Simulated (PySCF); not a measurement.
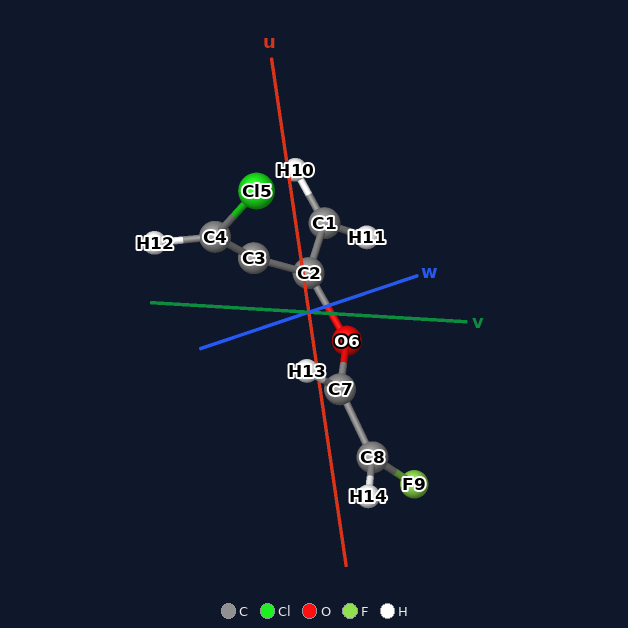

The lines u, v and w are the principal axes of the g tensor. State: neutral, doublet. The geometry was computed by an optimisation with GFN2-xTB. No frequency run is at hand to confirm it as a minimum. Properties computed with UKS B3LYP, pcH-1 on C Cl F H O, non-relativistic, mean-field spin-orbit, GIAO (PySCF 2.14.0).

> Along which axis does g lie farthest from the free-electron value?

Along v (nearly parallel to the C2–C3 bond): the shift is −2428 ppm.

Give the principal values and shifts.

```csv
axis,g,shift (ppm)
u,2.00196,−358
v,1.99989,−2428
w,2.00280,483
```
